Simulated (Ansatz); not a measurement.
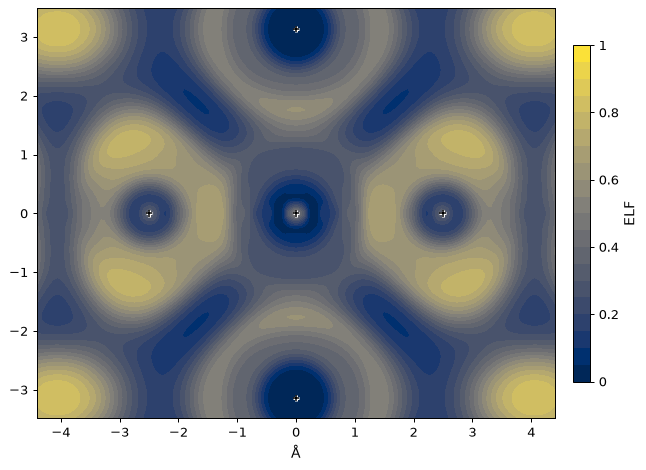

The ELF on a plane through atoms (crosses mark nuclei in the plane).

All numbers below come from Ansatz, DFT PBE, scalar-relativistic, plane waves, PAW.

Candidates:
A. BeSe₄, a = 7.98 Å, b = 10.03 Å, c = 3.54 Å, α = 90.00°, β = 90.00°, γ = 90.00°. Space group Cmmm; a structure generated by program, which may or may not match a known phase.
B. Ni₂Pt, a = 2.67 Å, b = 2.67 Å, c = 12.50 Å, α = 90.00°, β = 90.00°, γ = 120.00°. Space group P-6m2; a structure generated by program, which may or may not match a known phase; spin-polarised.
C. Sc₂GaSbAs₂, a = 4.44 Å, b = 4.44 Å, c = 8.12 Å, α = 90.00°, β = 90.00°, γ = 90.00°. Space group P4/mmm; a structure generated by program, which may or may not match a known phase.

**Which system is this?**

Candidate C: Sc₂GaSbAs₂ on the (110) plane of the conventional cell, which holds Ga, Sb and As. Ga–As (2.49 Å): the ELF peaks at about 0.70 in the valence shell of As, 1.2 Å from its nucleus, and is about 0.65 at the midpoint. Ga–Sb (3.14 Å): the ELF is about 0.55 at the midpoint.
